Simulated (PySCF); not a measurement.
**CH2B3F3O4: excited-state calculation**

CH2B3F3O4, SMILES FC(F)(F)OB1OBOBO1, computed with TDDFT B3LYP/def2-SVPD, vertical, IEF-PCM acetone (non-equilibrium linear response), core orbitals frozen in the response (PySCF 2.14.0).

The geometry comes from this level: PBE0-D3(BJ)/def2-SVP. It belongs to a series of runs on one base structure; here: solvent acetone.

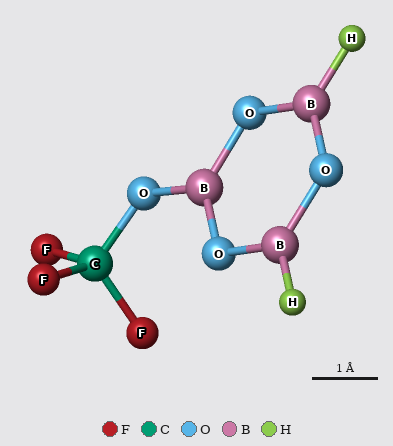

*The input geometry (ball-and-stick view, seen at a tilt).*

Bond lengths as drawn: B–H 1.20 Å, B–O 1.36 to 1.37 Å, C–F 1.32 to 1.33 Å and C–O 1.35 Å.

The input:
```
{"job": {"kind": "uv", "xc": "B3LYP", "basis": "def2-SVPD", "solvent": "acetone", "nstates": 6, "ntriplets": 0}, "charge": 0, "multiplicity": 1}
F      2.175671     1.051874     1.235274
C      2.388277     0.134580     0.297655
F      2.563320     0.760020    -0.861008
F      3.499131    -0.515251     0.591690
O      1.375450    -0.754229     0.237754
B      0.088865    -0.425631    -0.106524
O     -0.825121    -1.437712    -0.137967
B     -2.122955    -1.166604    -0.488152
O     -2.479082     0.122412    -0.792565
B     -1.566088     1.141837    -0.745283
O     -0.266512     0.858013    -0.404337
H     -2.934742    -2.049883    -0.526408
H     -1.890950     2.269685    -0.994919
```

The first line tells a small driver script what to run in PySCF; the rest is the geometry in Å.

Launched with:
```bash
OMP_NUM_THREADS=1 python <driver script> task.json out
```

What the program printed:
```
coarse grid: 13192 points
cycle   1  E = -713.6804058731  dE =  2.209e+00  |g| = 1.432e+00  |ddm| = 9.283e+00
cycle   2  E = -713.2360153988  dE =  4.444e-01  |g| = 2.158e+00  |ddm| = 4.834e+00
cycle   3  E = -714.0375950882  dE = -8.016e-01  |g| = 8.264e-02  |ddm| = 2.886e+00
cycle   4  E = -714.0380179744  dE = -4.229e-04  |g| = 7.161e-02  |ddm| = 2.646e-01
cycle   5  E = -714.0389036679  dE = -8.857e-04  |g| = 9.557e-03  |ddm| = 8.996e-02
cycle   6  E = -714.0389208268  dE = -1.716e-05  |g| = 2.635e-03  |ddm| = 2.550e-02
cycle   7  E = -714.0389219551  dE = -1.128e-06  |g| = 1.041e-03  |ddm| = 6.366e-03
final grid: 135224 points
cycle   8  E = -714.1635898652  dE = -8.253e-05  |g| = 4.132e-03  |ddm| = 1.850e-01
cycle   9  E = -714.1635863852  dE =  3.480e-06  |g| = 6.179e-03  |ddm| = 1.394e-02
cycle  10  E = -714.1635927184  dE = -6.333e-06  |g| = 5.018e-04  |ddm| = 7.637e-03
cycle  11  E = -714.1635927469  dE = -2.848e-08  |g| = 3.142e-04  |ddm| = 1.158e-03
cycle  12  E = -714.1635927629  dE = -1.603e-08  |g| = 5.916e-05  |ddm| = 5.312e-04
cycle  13  E = -714.1635927636  dE = -6.694e-10  |g| = 1.145e-05  |ddm| = 1.235e-04
```

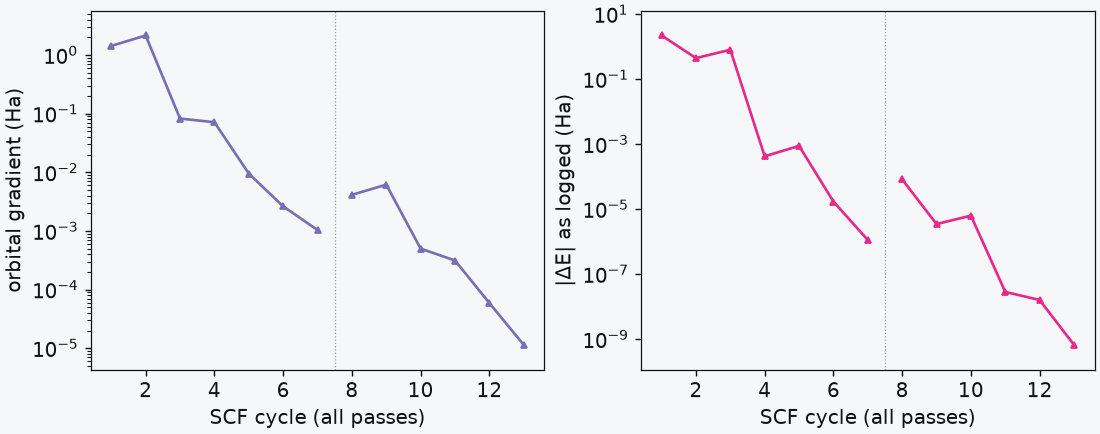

*Convergence of the self-consistent field: orbital gradient and size of the energy change against the SCF cycle. The dotted line marks the change from a coarse to the final integration grid.*

The first 7 cycles use a coarse grid, the final grid takes over at cycle 8, and the field converges after 13 cycles in all.

```
converged SCF energy = -714.1635927636

Static polarisability (au): isotropic 75.436, principal 58.739 79.700 87.868

Singlet excitations
state   eV       nm        f      main configurations
  1   7.4628    166.1   0.03023   H->L 0.99
  2   7.6470    162.1   0.00002   H-1->L 0.97
  3   7.9993    155.0   0.00001   H->L+1 0.97
  4   8.2900    149.6   0.01601   H-1->L+1 0.96
  5   8.3534    148.4   0.02539   H-2->L 0.89
  6   8.8107    140.7   0.01252   H->L+2 0.97
```

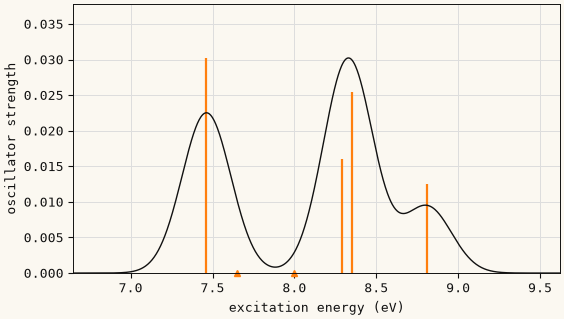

*Computed excitations as sticks (degenerate states added up, dark ones marked on the axis), with a Gaussian envelope of 0.35 eV full width at half maximum, scaled to the tallest.*

Of the 6 states the lowest lies at 7.46 eV (f = 0.030); the strongest line is at 7.46 eV, or 166 nm (f = 0.030).

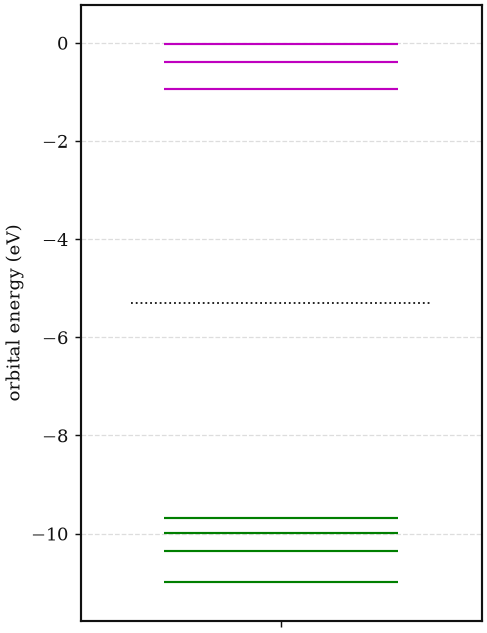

*Orbital energies near the frontier; the dotted line parts filled from empty levels, and levels within 0.02 eV of each other stand side by side.*

Highest filled −9.68 eV, lowest empty −0.94 eV, 8.74 eV apart.

Key numbers:

| quantity | value |
| --- | --- |
| outcome | converged |
| total energy | −714.163593 hartree |
| HOMO | −9.68 eV |
| LUMO | −0.94 eV |
| dipole moment | 1.67 D |
| mean polarisability | 75.44 a.u. |
| lowest excitation | 7.46 eV |
| hardware | 1 CPU thread, shared host |
| wall time | 1.8 min |
| peak memory | 1.2 GiB |
